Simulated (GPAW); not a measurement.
# Dielectric function and optical constants of Cs

Aim: the dielectric function of Cs, and the optical constants that follow from it.

Calculated with GPAW 26.7.0; DFT, PBE, plane-wave PAW (GPAW data sets), scalar-relativistic, RPA, optical limit.

### Step 1. The starting structure

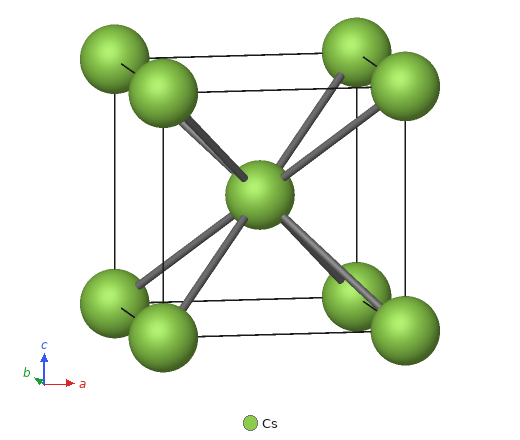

The starting structure, seen slightly off an axis (caesium green). This picture shows the conventional cell, with its axes. Some periodic images of atoms are drawn too.

As a file:

```xyz
1
Lattice="-3.0335 3.0335 3.0335 3.0335 -3.0335 3.0335 3.0335 3.0335 -3.0335" Properties=species:S:1:pos:R:3 pbc="T T T"
Cs    0.0000    0.0000    0.0000
```

### Step 2. Bands for the response

At the fixed density, many empty bands are solved on the mesh of the response, since the spectrum sums over them.

This step: DFT, PBE, plane-wave PAW (GPAW data sets), scalar-relativistic, bands at fixed density (GPAW 26.7.0).

nscf.py reads:

```python
from ase.dft.bandgap import bandgap
from gpaw import GPAW, FermiDirac

calc = GPAW('gs.gpw').fixed_density(kpts={'size': (10, 10, 10), 'gamma': True}, nbands=90, convergence={'bands': 84},
                                    occupations=FermiDirac(0.05), txt='nscf.txt')
print('gap (eV)', bandgap(calc, output=None)[0])
print('direct gap (eV)', bandgap(calc, direct=True, output=None)[0])
print('top band over the Fermi level (eV)', min(calc.get_eigenvalues(kpt=k)[83] for k in range(len(calc.get_ibz_k_points()))) - calc.get_fermi_level())
calc.write('full.gpw', mode='all')
```

Run with:

```
OMP_NUM_THREADS=1 python nscf.py
```

Numbers of over 12 decimals in the logs are rounded to 6 here.

Output:

```text
Diagonalizing LCAO Hamiltonian
Converting LCAO to pw mode
convergence criteria:
- Maximum integral of absolute [eigenst]ate change: 4e-08 eV^2 / valence electron
maximum number of iterations: 150

SCF iterations
|iter     |      energy | eigst |  dens |
|iter:   1||             | +4.47 |       |
|iter:   2||             | +3.26 |       |
|iter:   3||             | +2.26 |       |
|iter:   4||             | +1.28 |       |
|iter:   5||             | +0.42 |       |
|iter:   6||             | -0.32 |       |
|iter:   7||             | -1.02 |       |
|iter:   8||             | -1.65 |       |
|iter:   9||             | -2.31 |       |
|iter:  10||             | -2.91 |       |
|iter:  11||             | -3.54 |       |
|iter:  12||             | -4.13 |       |
|iter:  13||             | -4.74 |       |
|iter:  14||             | -5.27 |       |
|iter:  15||             | -5.75 |       |
|iter:  16||             | -6.15 |       |
|iter:  17||             | -6.44 |       |
|iter:  18||             | -6.69 |       |
|iter:  19||             | -6.93 |       |
|iter:  20||             | -7.15 |       |
|iter:  21||             | -7.34 |       |
|iter:  22||             | -7.50c|       |
SCF steps: 22
  __  _  _
 | _ |_)|_||  |
 |__||  | ||/\| - 26.7.0

Versions:
  Python: 3.12.14
  ASE:    3.29.0
  Numpy:  2.5.5
  Scipy:  1.18.1
  Libxc:  7.0.0

Input parameters:
  mode=PW(ecut=500.0),
  convergence={'bands': 84},
  gpts=array([28, 28, 28]),
  kpts=MonkhorstPack(size=(10, 10, 10), gamma=True),
  maxiter=150,
  nbands=90,
  occupations=Occupations(name='fermi-dirac', width=0.05, fixmagmom=False),
  parallel={},
  xc=XC(name='PBE')

--- standard output ---
gap (eV) 0.0
direct gap (eV) 0.0
top band over the Fermi level (eV) 39.385929
```

Elapsed: 7.5 min, on 1 thread of Arm Neoverse V1, shared host; peak memory 0.36 GiB.

### Step 3. Dielectric function, RPA

Transitions between filled and empty bands, summed over the zone, give the optical response, so mesh, band count and broadening shape it.

The induced potential is part of this response.

This step: DFT, PBE, plane-wave PAW (GPAW data sets), scalar-relativistic, RPA, optical limit (GPAW 26.7.0).

df.py reads:

```python
from gpaw.response.df import DielectricFunction

df = DielectricFunction('full.gpw', frequencies={'type': 'nonlinear', 'domega0': 0.03, 'omega2': 8},
                        ecut=50,
                        eta=0.15,
                        nbands=84,
                        rate=0.05,
                        txt='df.txt')
for direction in ['x']:
    df.get_dielectric_function(xc='RPA', direction=direction, filename=f'df_{direction}.csv')
```

Run with:

```
OMP_NUM_THREADS=1 python df.py
```

Output:

```text
Using integrator: PointIntegrator
NonLinearFrequencyDescriptor(from 0.000 to 67.159 eV, 501 points)
Nonperiodic BCs:  [False False False]
Using integrator: PointIntegrator
NonLinearFrequencyDescriptor(from 0.000 to 67.159 eV, 501 points)
Nonperiodic BCs:  [False False False]
Using integrator: PointIntegrator

Calculating chi0 body with:
    Ground state adapter containing:
    Number of spins: 1
    Number of kpoints: 1000
    Number of irreducible kpoints: 47
    Number of completely occupied states: 4
    Number of partially occupied states: 6

    Linear response parametrization:
    q_c: [0.0, 0.0, 0.0]
    Number of frequency points: 501
    Planewave cutoff: 50.0
    Number of bands: 84
    Number of planewaves: 87
    Broadening (eta): 0.15

Integrating chi0 body.

Symmetries of q_c:
    Direct symmetries (Uq -> q): 48
    Indirect symmetries (TUq -> q): 0
In total 48 allowed symmetries.

47 groups of equivalent kpoints. 95.3% reduction.

Integral kind: spectral function

Calculating chi0 optical extensions with:
    Ground state adapter containing:
    Number of spins: 1
    Number of kpoints: 1000
    Number of irreducible kpoints: 47
    Number of completely occupied states: 4
    Number of partially occupied states: 6

    Linear response parametrization:
    Number of frequency points: 501
    Planewave cutoff: 50.0
    Number of bands: 84
    Number of planewaves: 87
    Broadening (eta): 0.15
Integrating chi0 head and wings.

Symmetries of q_c:
    Direct symmetries (Uq -> q): 48
    Indirect symmetries (TUq -> q): 0
In total 48 allowed symmetries.

47 groups of equivalent kpoints. 95.3% reduction.

Integral kind: spectral function wings

Calculating drude chi0 with:
    Number of frequency points:501
    Plasma frequency decay rate: 0.05 eV

    Ground state adapter containing:
    Number of spins: 1
    Number of kpoints: 1000
    Number of irreducible kpoints: 47
    Number of completely occupied states: 4
    Number of partially occupied states: 6

Symmetries of q_c:
    Direct symmetries (Uq -> q): 48
    Indirect symmetries (TUq -> q): 0
In total 48 allowed symmetries.

47 groups of equivalent kpoints. 95.3% reduction.

Integral kind: intraband
Plasma frequency:
[[3.46-0.j 0.  +0.j 0.  +0.j]
 [0.  +0.j 3.46-0.j 0.  -0.j]
 [0.  +0.j 0.  -0.j 3.46-0.j]]
```

Wall time 30 s (1 thread); peak memory 0.39 GiB.

This step gave:

```
centre of weight of the strongest loss peak in the window : 3.584 eV
```

Some rows of df_x.csv (energy; Re and Im without local fields; Re and Im with them):

```text
0.000000, 4797.037502, -0.000000, 4796.772278, -0.000000
0.429336, -57.124558, 15.347807, -57.407062, 15.329507
0.878195, -10.116639, 6.807065, -10.388778, 6.647330
1.347938, -6.087345, 3.635808, -6.234137, 3.544613
1.840057, -3.112819, 1.578239, -3.256973, 1.531938
2.356191, -1.444024, 0.767017, -1.591781, 0.738828
2.898142, -0.339487, 0.519558, -0.492485, 0.499862
3.467895, 0.240529, 0.381307, 0.077975, 0.369787
4.067647, 0.463770, 0.504720, 0.281922, 0.495814
4.699832, 0.655793, 0.283543, 0.495441, 0.285104
5.367152, 0.774811, 0.178421, 0.598228, 0.204327
6.072622, 0.958384, 0.109359, 0.737798, 0.157961
6.819608, 1.125610, 0.066419, 0.858520, 0.117595
7.611886, 1.285510, 0.049830, 0.970761, 0.073752
8.453705, 1.436749, 0.038591, 1.060188, 0.043981
9.349861, 1.641949, 0.045438, 1.170807, 0.052993
10.305790, 2.036278, 0.118137, 1.338449, 0.065110
11.327680, 2.323995, 0.787406, 1.345529, 0.254826
12.422601, 1.424489, 1.591541, 1.295242, 0.453643
13.598673, 1.884498, 1.518828, 1.271621, 0.293714
```

The Im ε, E ∥ x has structure finer than the step of the table below, so its rows give means over 1 eV, whole bins alone (the curve runs from 0.305 to 14.0 eV). Peaks (eV: height): 0.9: 6.88.

Sum at mesh points, not converged in k. The Im ε, E ∥ x by photon energy; means over each step:

```tsv
photon energy (eV)	Im ε, E ∥ x
1	5.49
2	1.36
3	0.497
4	0.460
5	0.282
6	0.169
7	0.104
8	0.0638
9	0.0468
10	0.0577
11	0.233
12	0.362
13	0.360
```

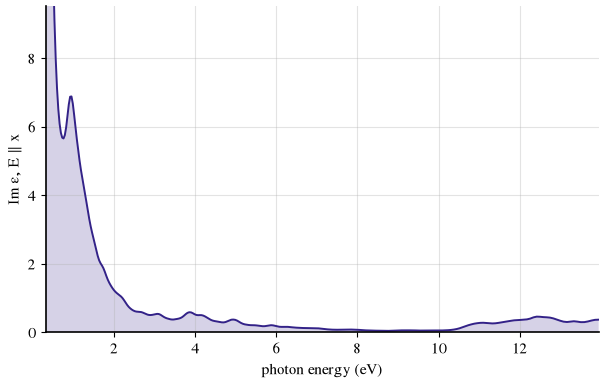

Im ε, E ∥ x, plotted against photon energy. Below 1 eV the curve runs off the scale.

Values under 1 per cm are given as 1; sum at mesh points, not converged in k. Absorption coefficient, E ∥ x against photon energy:

```tsv
photon energy (eV)	absorption coefficient, E ∥ x (1/cm)
1	3.3e5
2	3.3e5
3	2.1e5
4	1.6e5
5	1.2e5
6	62142
7	42790
8	28094
9	20952
10	22132
11	1.3e5
12	1.9e5
13	2.0e5
```

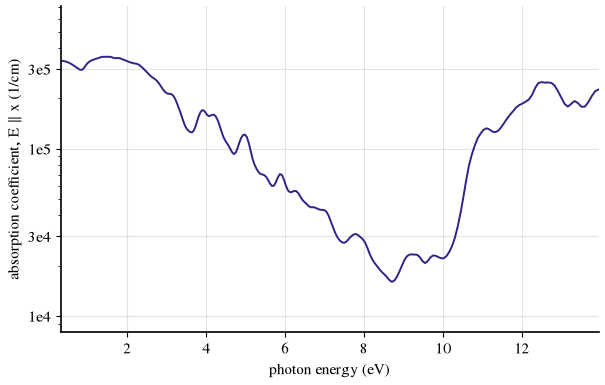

Absorption coefficient, E ∥ x against photon energy.

The loss function −Im 1/ε at q → 0, E ∥ x has structure finer than the step of the table below, so its rows give means over 1 eV, whole bins alone (the curve runs from 0.305 to 14.0 eV). Peaks (eV: height): 3.4: 2.70, 4.3: 1.67.

Sum at mesh points, not converged in k. Table of loss function −Im 1/ε at q → 0, E ∥ x by energy loss; means over each step:

```tsv
energy loss (eV)	loss function −Im 1/ε at q → 0, E ∥ x
1	0.0446
2	0.165
3	1.36
4	1.59
5	0.811
6	0.306
7	0.135
8	0.0635
9	0.0362
10	0.0350
11	0.120
12	0.187
13	0.227
```

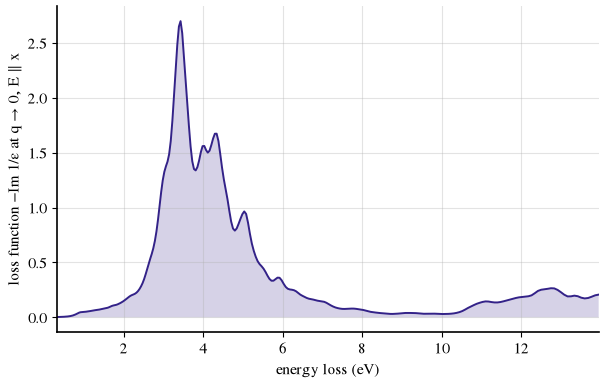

Loss function −Im 1/ε at q → 0, E ∥ x against energy loss.

Sum at mesh points, not converged in k. Table of reflectivity at normal incidence, E ∥ x by photon energy; read off at these points:

```tsv
photon energy (eV)	reflectivity at normal incidence, E ∥ x (%)
1	72.2
2	67.7
3	37.8
4	10.0
5	3.94
6	0.921
7	0.197
8	0.0301
9	0.122
10	0.354
11	0.927
12	1.10
13	0.717
```

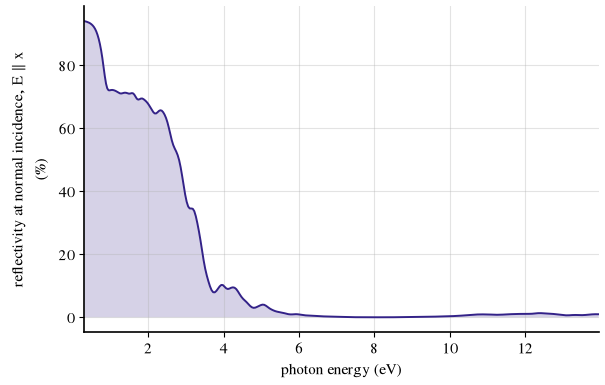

Reflectivity at normal incidence, E ∥ x against photon energy.

The Im ε, E ∥ x has structure finer than the step of the table below, so its rows give means over 1 eV, whole bins alone (the curve runs from 0.305 to 14.0 eV). Peaks (eV: height): without local fields 0.9: 7.05; with local fields 0.9: 6.88.

Sum at mesh points, not converged in k. Table of Im ε, E ∥ x by photon energy; means over each step:

```tsv
photon energy (eV)	without local fields	with local fields
1	5.60	5.49
2	1.41	1.36
3	0.515	0.497
4	0.472	0.460
5	0.269	0.282
6	0.123	0.169
7	0.0607	0.104
8	0.0446	0.0638
9	0.0413	0.0468
10	0.0884	0.0577
11	0.596	0.233
12	1.42	0.362
13	1.23	0.360
```

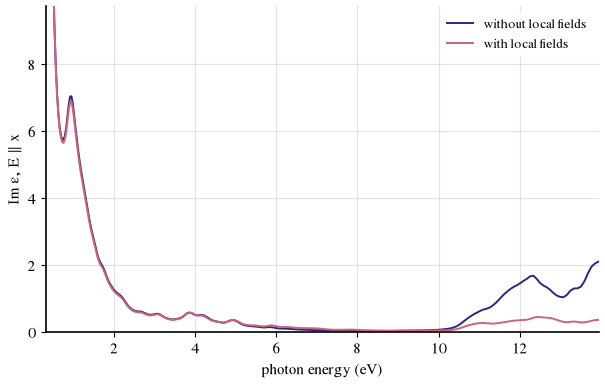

Im ε, E ∥ x against photon energy. Below 1 eV the curve runs off the scale.

From ε follow the optical constants at some laser and lamp lines:

```tsv
wavelength (nm)	n	k	R (%)	1/α
1064	0.83	2.901	71.7	29 nm
633	0.38	1.696	68.4	30 nm
450	0.30	0.907	52.2	40 nm
405	0.39	0.686	35.2	47 nm
365	0.43	0.439	23.5	66 nm
308	0.64	0.390	9.7	63 nm
193	0.89	0.077	0.5	200 nm
```

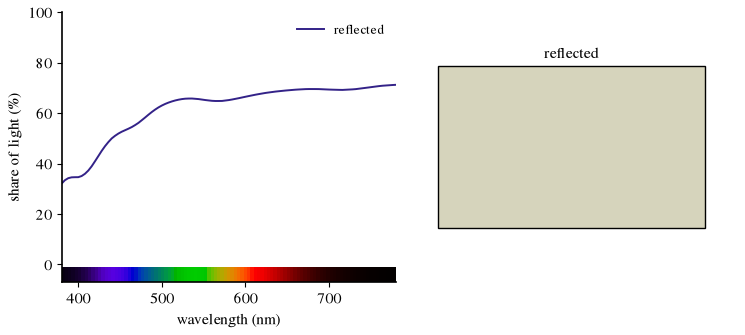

Light reflected across the visible range, with the colour that it makes of daylight (sRGB).

In reflection the computed colour is faintly yellow-green: x = 0.331, y = 0.357, luminous reflectivity 65 %.

### Step 4. What came out

| Property | Result |
| --- | --- |
| centre of weight of the strongest loss peak in the window, first axis | 3.58 eV |

What this shows: At this level (PBE, RPA) Cs is a metal. The mesh is too coarse to trust the carriers' weight, the reflectivity or the colour to better than tens of per cent. In reflection the computed colour is faintly yellow-green: x = 0.331, y = 0.357, luminous reflectivity 65 %. The carriers' damping of 0.05 eV is typed, not computed; it shapes the response at the lowest energies. Spin-orbit coupling is left out although heavy atoms are present. GPAW's carrier term has the form −ωp²/(ω + i·rate)², which damps like twice the rate and fails at low energy, so the curves leave the lowest energies out. The sum runs over mesh points 0.15 Å⁻¹ apart with no interpolation, so peaks are partly noise of the mesh, and the Drude plasma energy, a sum over the Fermi surface, isn't converged.

[Machine, clock and banner lines and Python warnings are left out of the logs.]

[Logs are printed without paths, hosts, clocks, repeated set-up lines and the standing remarks that a program may print on its own settings, such as how far it seeks lower states.]

[Hosts, paths, dates, database ids (printed as entryN), source tags and the programs' standing remarks are cut or masked in the printed files.]
